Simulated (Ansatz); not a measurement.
# NS (doublet): correlated methods under varied settings at distance N1–S2 = 1.486 Å

What do other methods and options give for NS (doublet) at this geometry, and how long do they take?

The runs use Ansatz 0.2.0, Gaussian basis; the settings change from run to run.

27 further runs of the same task are left out: 7 for a known fault of the program, 17 that didn't finish, 3 set aside as unsound or not needed.

### 1 The geometry

The geometry derives from a PBE0/def2-TZVP stationary point (not a proven minimum). One bond is set to the value named and the two fragments are kept rigid.

2 atoms, charge 0, spin multiplicity 2.

Atoms are counted from 1 here; the program's logs count them from 0.

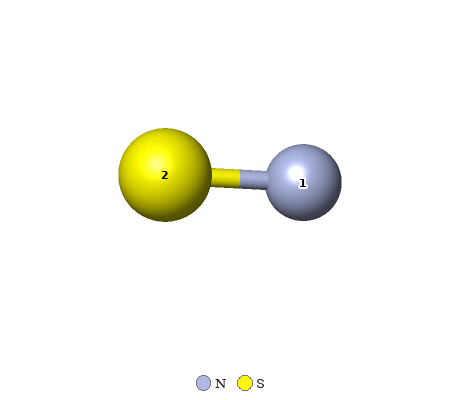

The geometry (nitrogen light blue, sulfur yellow); atoms are numbered from 1 in the order of the file.

### 2 CCSDT(Q)/B/STO-3G

Contents of in.yaml:

```yaml
crystal:
  periodic: [false, false, false]
  atoms:
    - {symbol: N, position_ang: [0.000000, 0.000000, 0.000000]}
    - {symbol: S, position_ang: [0.000000, 0.000000, 1.485600]}
basis:
  gaussian: {orbitals: STO-3G}
magnetization: {spin_polarized: true, initial_magnetization: 1}
hamiltonian: {xc: {name: PBE0}, pseudopotentials: {relativity: scalar}}
correlation: {method: ccsdt_q_b, electrons: valence}
output: {forces: true}
```

The run is started by

```bash
> ansatz run in.yaml --threads 1 --pin off --events-out ev --progress --plain --max-ram 2393MiB
```

The program printed, cut to the lines that bear on the results:

```text
Functional definition: PBE0
  name "PBE0"
  cite "Adamo & Barone, J. Chem. Phys. 110, 6158 (1999) doi:10.1063/1.478522"
  cite "Perdew, Burke & Ernzerhof, Phys. Rev. Lett. 77, 3865 (1996) doi:10.1103/PhysRevLett.77.3865"
  parent pbe
[...]
224 factors; integrals over basis functions are off by at most 3.9e-8 eV
[...]
mean field -12201.36668875 eV, -448.3919554282 hartree, gradient 2.7e-7 eV, S^2 0.755732; 0 other end points of the search recorded, 0 dependent functions left out
6 core orbitals not correlated: weight in the atoms' cores, before any rotation towards them, 1.000 or more for the frozen orbitals, at most 0.000 for the correlated occupied ones
reference -12182.04373504 eV, -447.6818499770 hartree; 6, 5 occupied and 2, 3 virtual orbitals, 224 factors
second order -3.17794002 eV of doubles, -0.07302558 eV of singles
cycle   1  -3.06538586 eV  change    1.8e-1 eV  update   8.7e-2
[...]
cycle  14  -3.35191715 eV  change   -1.0e-7 eV  update   5.5e-7
perturbative correction -0.02975272 eV, -0.0010933924 hartree
[...]
Total energy: -12185.42540491 eV, -447.8061240525 hartree
Relativity: scalar
Atom 0 at     0.000000     0.000000     0.000000 Å, force    -0.000000    -0.000000    -8.037715 eV/Å
Atom 1 at     0.000000     0.000000     1.485600 Å, force     0.000000     0.000000     8.037715 eV/Å
Dipole moment:     0.000000    -0.000000     0.312571 e Å
```

Wall time 3.9 s (1 thread of Intel Xeon Platinum 8488C, shared host).

From the report: ⟨S²⟩ of the determinant 0.756 (pure doublet: 0.75); correlation -3.3817 eV; T1 0.007; largest double amplitude 0.19. The orbitals are Kohn-Sham ones, so correlation energy and T1 don't compare with those on Hartree-Fock orbitals.

### 3 CCSDT on ROHF/6-31G

Contents of in.yaml:

```yaml
crystal:
  periodic: [false, false, false]
  atoms:
    - {symbol: N, position_ang: [0.000000, 0.000000, 0.000000]}
    - {symbol: S, position_ang: [0.000000, 0.000000, 1.485600]}
basis:
  gaussian: {orbitals: 6-31G, point_charges: [{charge: -0.50, position_ang: [2.538, -0.622, 0.634]}]}
magnetization: {spin_polarized: false, initial_magnetization: 1}
correlation: {method: ccsdt, electrons: outside_noble_gas}
accuracy: high
output: {forces: true}
```

Launched as before.

The program printed, cut to the lines that bear on the results:

```text
Functional definition: HF
  name "HF"
  cite "Fock, Z. Phys. 61, 126 (1930) doi:10.1007/BF01340294"
  parent pbe
[...]
462 factors; integrals over basis functions are off by at most 3.6e-9 eV
[...]
mean field -12294.17643619 eV, -451.8026507380 hartree, gradient 6.6e-8 eV, S^2 0.750000; 7 other end points of the search recorded, 0 dependent functions left out
[...]
determinant -12294.17643619 eV, -451.8026507380 hartree, with singles and doubles -12298.95264423 eV, -451.9781731459 hartree
determinant -12294.01184926 eV, -451.7966022798 hartree, with singles and doubles -12298.76597928 eV, -451.9713133355 hartree
determinant -12294.17643619 eV, -451.8026507380 hartree, with singles and doubles -12298.95333615 eV, -451.9781985735 hartree
determinant -12294.01184926 eV, -451.7966022798 hartree, with singles and doubles -12298.76659170 eV, -451.9713358417 hartree
6 core orbitals not correlated: weight in the atoms' cores, before any rotation towards them, 1.000 or more for the frozen orbitals, at most 0.000 for the correlated occupied ones
reference -12294.17643619 eV, -451.8026507380 hartree; 6, 5 occupied and 10, 11 virtual orbitals, 462 factors
second order -4.61210595 eV of doubles, -0.06253667 eV of singles
cycle   1  -4.38070755 eV  change    3.0e-1 eV  update   1.3e-1
[...]
cycle  32  -4.96841470 eV  change   2.4e-10 eV  update  9.6e-10
[...]
Total energy: -12299.14485089 eV, -451.9852366103 hartree
Atom 0 at     0.000000     0.000000     0.000000 Å, force    -0.113946     0.027925    -7.888979 eV/Å
Atom 1 at     0.000000     0.000000     1.485600 Å, force     0.371793    -0.091117     7.735763 eV/Å
Dipole moment:     0.095314    -0.023359     0.347588 e Å
```

Wall time 6 s (1 thread of Intel Xeon Platinum 8488C, shared host).

From the report: correlation -4.9684 eV; T1 0.030; largest double amplitude 0.17.

### 4 NEVPT4(SD)(7,6)/def2-SVP

Contents of in.yaml:

```yaml
crystal:
  periodic: [false, false, false]
  atoms:
    - {symbol: N, position_ang: [0.000000, 0.000000, 0.000000]}
    - {symbol: S, position_ang: [0.000000, 0.000000, 1.485600]}
basis:
  gaussian: {orbitals: def2-SVP}
magnetization: {spin_polarized: false, initial_magnetization: 1}
correlation: {method: fic_nevpt4_sd, electrons: outside_noble_gas, active_space: {window: {electrons: 7, orbitals: 6}}}
scf: {lower_state_search: light}
```

Launched as before.

The program printed:

```text
Functional definition: HF
  name "HF"
  cite "Fock, Z. Phys. 61, 126 (1930) doi:10.1007/BF01340294"
  parent pbe
  exchange = exact_x
  correlation = 0
302 factors; integrals over basis functions are off by at most 1.2e-3 eV
mean field evaluation 1: about -12290.7047 eV, gradient 1.9e1 eV
mean field evaluation 2: about -12290.7092 eV, gradient 1.9e1 eV
mean field evaluation 4: about -12291.9176 eV, gradient 2.2e0 eV
mean field evaluation 8: about -12291.9850 eV, gradient 2.0e-1 eV
mean field evaluation 16: about -12291.2392 eV, gradient 1.2e1 eV
mean field -12291.98691524 eV, -451.7221873272 hartree, gradient 1.8e-6 eV, S^2 0.750000; 2 other end points of the search recorded, 0 dependent functions left out
reference -12291.98691524 eV, -451.7221873272 hartree; 12, 11 occupied and 20, 21 virtual orbitals, 302 factors
state -12294.47861508 eV, -451.8137556073 hartree
state -12294.47861508 eV, -451.8137556073 hartree; corrected -12300.38319359 eV, -452.0307448651 hartree
Total energy: -12300.38319359 eV, -452.0307448651 hartree
```

It took 0.99 s on 1 thread of Intel Xeon Platinum 8488C, shared host.

From the report: 76 determinants; active occupations 1.97, 1.97, 1.91, 1.03, 0.09, 0.03.

### 5 CCSDT(Q)/B on ROHF/cc-pVDZ

Contents of in.yaml:

```yaml
crystal:
  periodic: [false, false, false]
  atoms:
    - {symbol: N, position_ang: [0.000000, 0.000000, 0.000000]}
    - {symbol: S, position_ang: [0.000000, 0.000000, 1.485600]}
basis:
  gaussian: {orbitals: cc-pVDZ}
magnetization: {spin_polarized: false, initial_magnetization: 1}
correlation: {method: ccsdt_q_b, electrons: valence}
scf: {lower_state_search: off}
```

Launched as before.

The program printed, cut to the lines that bear on the results:

```text
Functional definition: HF
  name "HF"
  cite "Fock, Z. Phys. 61, 126 (1930) doi:10.1007/BF01340294"
  parent pbe
[...]
587 factors; integrals over basis functions are off by at most 1.6e-7 eV
[...]
mean field -12296.87605111 eV, -451.9018597564 hartree, gradient 1.6e-6 eV, S^2 0.750000; 0 other end points of the search recorded, 0 dependent functions left out
6 core orbitals not correlated: weight in the atoms' cores, before any rotation towards them, 1.000 or more for the frozen orbitals, at most 0.000 for the correlated occupied ones
reference -12296.87605111 eV, -451.9018597564 hartree; 6, 5 occupied and 20, 21 virtual orbitals, 587 factors
second order -7.65248121 eV of doubles, -0.12843271 eV of singles
cycle   1  -7.65605617 eV  change    1.3e-1 eV  update   1.2e-1
[...]
cycle  18  -8.47837912 eV  change   -9.7e-7 eV  update   7.2e-7
perturbative correction -0.04145390 eV, -0.0015234025 hartree
Total energy: -12305.39588413 eV, -452.2149578448 hartree
Checks for a lower state left out: stability, starts, cluster_reference, orbital_swaps, neighbouring_geometries, increment
```

Wall time 6 s (1 thread of Intel Xeon Platinum 8488C, shared host).

From the report: correlation -8.5198 eV; T1 0.028; largest double amplitude 0.16.

### 6 NEVPT2(5,4)/cc-pVDZ

Edit in.yaml of step 5 so:

```diff
@@ -8,3 +8,4 @@
 magnetization: {spin_polarized: false, initial_magnetization: 1}
-correlation: {method: ccsdt_q_b, electrons: valence}
-scf: {lower_state_search: off}
+correlation: {method: sc_nevpt2, electrons: all, active_space: {window: {electrons: 5, orbitals: 4}}}
+accuracy: high
+scf: {lower_state_search: full}
```

The command is unchanged.

The program printed, cut to the lines that bear on the results:

```text
Functional definition: HF
  name "HF"
  cite "Fock, Z. Phys. 61, 126 (1930) doi:10.1007/BF01340294"
  parent pbe
[...]
619 factors; integrals over basis functions are off by at most 3.5e-9 eV
[...]
mean field -12296.87605115 eV, -451.9018597579 hartree, gradient 1.8e-8 eV, S^2 0.750000; 7 other end points of the search recorded, 0 dependent functions left out
reference -12296.87605115 eV, -451.9018597579 hartree; 12, 11 occupied and 20, 21 virtual orbitals, 619 factors
state -12298.30002131 eV, -451.9541896960 hartree
state -12298.30002131 eV, -451.9541896960 hartree; corrected -12304.74134287 eV, -452.1909038972 hartree
Total energy: -12304.74134287 eV, -452.1909038972 hartree
```

It took 0.9 s on 1 thread of Intel Xeon Platinum 8488C, shared host.

From the report: 12 determinants; active occupations 1.97, 1.89, 1.03, 0.11.

### 7 MRCISD+Q(5,7)/def2-SVP

Contents of in.yaml:

```yaml
crystal:
  periodic: [false, false, false]
  atoms:
    - {symbol: N, position_ang: [0.000000, 0.000000, 0.000000]}
    - {symbol: S, position_ang: [0.000000, 0.000000, 1.485600]}
basis:
  gaussian: {orbitals: def2-SVP}
magnetization: {spin_polarized: false, initial_magnetization: 1}
correlation: {method: fic_mrcisd_q, electrons: outside_noble_gas, active_space: {window: {electrons: 5, orbitals: 7}, states: [{multiplicity: 2, weights: [1, 0.5, 1, 1]}], root: 3}}
```

Same command.

The program printed, cut to the lines that bear on the results:

```text
Functional definition: HF
  name "HF"
  cite "Fock, Z. Phys. 61, 126 (1930) doi:10.1007/BF01340294"
  parent pbe
[...]
518 factors; integrals over basis functions are off by at most 2.5e-7 eV
[...]
mean field -12291.98698334 eV, -451.7221898296 hartree, gradient 1.8e-6 eV, S^2 0.750000; 2 other end points of the search recorded, 0 dependent functions left out
reference -12291.98698334 eV, -451.7221898296 hartree; 12, 11 occupied and 20, 21 virtual orbitals, 518 factors
state -12294.02048319 eV, -451.7969195709 hartree
state -12293.92790934 eV, -451.7935175447 hartree
state -12289.41909810 eV, -451.6278217877 hartree
state -12289.34848529 eV, -451.6252268147 hartree
contracted CI cycle   1: correlation 0.00000000 eV, 0.0000000000 hartree, residual 2.23e1 eV
contracted CI cycle   2: correlation -5.70207527 eV, -0.2095474013 hartree, residual 3.64e0 eV
[...]
contracted CI cycle   2: correlation -5.67489204 eV, -0.2085484361 hartree, residual 3.34e0 eV
contracted CI cycle   3: correlation -5.84139228 eV, -0.2146672069 hartree, residual 8.32e-1 eV
contracted CI cycle   4: correlation -5.85289429 eV, -0.2150898979 hartree, residual 2.59e-1 eV
contracted CI cycle   5: correlation -5.85412555 eV, -0.2151351460 hartree, residual 9.78e-2 eV
contracted CI cycle   6: correlation -5.85429451 eV, -0.2151413551 hartree, residual 3.67e-2 eV
contracted CI cycle   7: correlation -5.85431887 eV, -0.2151422503 hartree, residual 1.48e-2 eV
contracted CI cycle   8: correlation -5.85432297 eV, -0.2151424010 hartree, residual 6.32e-3 eV
contracted CI cycle   9: correlation -5.85432378 eV, -0.2151424307 hartree, residual 2.79e-3 eV
contracted CI cycle  10: correlation -5.85432393 eV, -0.2151424361 hartree, residual 1.07e-3 eV
state -12289.34848529 eV, -451.6252268147 hartree; corrected -12295.69202194 eV, -451.8583474869 hartree
Total energy: -12295.69202194 eV, -451.8583474869 hartree
```

Run time: 7 s. Hardware: 1 thread of Intel Xeon Platinum 8488C, shared host.

From the report: 390 determinants; active occupations (of the averaged states) 1.70, 1.65, 0.87, 0.76, 0.01, 0.01, 0.00.

### 8 All runs side by side

Where basis and cores are those of an earlier UCCSDT(Q)/cc-pVDZ run (-12305.3998 eV), and the state is the same kind, the miss against it is given.

| level | correlated | functions | energy (eV) | from UCCSDT(Q) (meV) | time |
| --- | --- | --- | --- | --- | --- |
| CCSDT(Q)/B/STO-3G (on PBE0 orbitals, relativity set) | valence | 14 | -12185.4254 |  | 3.9 s |
| CCSDT on ROHF/6-31G (beside a point charge) | outside noble gas | 22 | -12299.1449 |  | 6 s |
| NEVPT4(SD)(7,6)/def2-SVP | outside noble gas | 32 | -12300.3832 |  | 0.99 s |
| CCSDT(Q)/B on ROHF/cc-pVDZ | valence | 32 | -12305.3959 | 3.9 | 6 s |
| NEVPT2(5,4)/cc-pVDZ | all | 32 | -12304.7413 |  | 0.9 s |
| MRCISD+Q(5,7)/def2-SVP (excited root 3 of an average) | outside noble gas | 32 | -12295.6920 |  | 7 s |

### 9 What came out

```
quantity                                                       value
    runs                                                           6
quickest                                  NEVPT2(5,4)/cc-pVDZ, 0.9 s
 slowest  MRCISD+Q(5,7)/def2-SVP (excited root 3 of an average), 7 s
```

What this shows: Total energies in different bases, with other cores or another treatment of relativity can't be set against each other. MRCISD+Q(5,7)/def2-SVP (excited root 3 of an average) took 8 times as long as NEVPT2(5,4)/cc-pVDZ; the jobs differ in more than the method.
